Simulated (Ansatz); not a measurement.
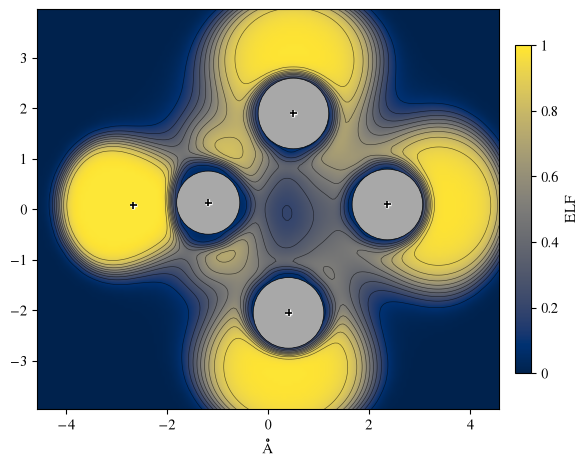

The ELF on a plane through atoms (crosses mark nuclei in the plane; grey discs cover the cores).

Theory: RKS PBE0-D4/def2-TZVP in Ansatz.

Candidates:
A. AsSb₃
B. C₆H₁₈BN
C. H₃Si₆ (charge +1)

Q: Which candidate gave the map?

A: Candidate C: H₃Si₆ on the plane of atoms Si1, Si3 and H9, which holds Si and H. Si–H (1.49 Å): the ELF climbs to about 1 towards the hydrogen, as it does in any bond to H. Si–Si (2.44 Å): the ELF peaks at about 0.75 between the atoms (a covalent bond).
